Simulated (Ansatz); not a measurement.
# Pressure series in CrI3

Take CrI3 in the BiI3 type structure (space group R-3, No. 148; ferromagnetic; layered, stacked along the Cartesian z axis) as the base.

```yaml
crystal:
  lattice:
    - [3.32804, 1.92145, 6.20724]
    - [-3.32804, 1.92145, 6.20724]
    - [0.00000, -3.84289, 6.20724]
  atoms:
    - { symbol: Cr, position: [0.33418, 0.33418, 0.33418] }
    - { symbol: Cr, position: [0.66582, 0.66582, 0.66582] }
    - { symbol: I, position: [0.07989, 0.73935, 0.42759] }
    - { symbol: I, position: [0.42759, 0.07989, 0.73935] }
    - { symbol: I, position: [0.73935, 0.42759, 0.07989] }
    - { symbol: I, position: [0.92011, 0.26065, 0.57241] }
    - { symbol: I, position: [0.57241, 0.92011, 0.26065] }
    - { symbol: I, position: [0.26065, 0.57241, 0.92011] }
```

Cell and atoms are relaxed at each pressure.

Calculations: Ansatz (a program for electronic structure) PBEsol-D3(BJ), without spin-orbit coupling, earlier PAW set.

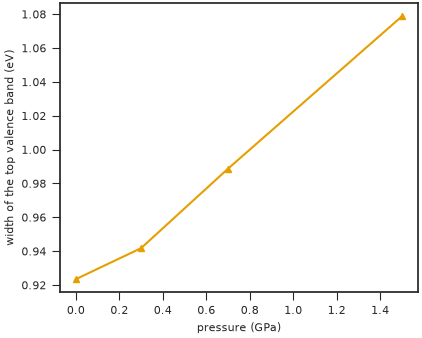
Figure. Width of the top valence band against pressure

| pressure (GPa) | width of the top valence band |
|---|---|
| 0.3 | 0.94 eV |
| 0.7 | 0.99 eV |
| 1.5 | 1.08 eV |

Other magnetic orders, which the real material may have, were not ruled out. Spin-orbit coupling, missing from the scalar runs, can matter with I. The levels and masses belong to the bands next to the band gap. Load acts through the strain it causes; cell and atoms are relaxed under it. No phonon test of stability was made.
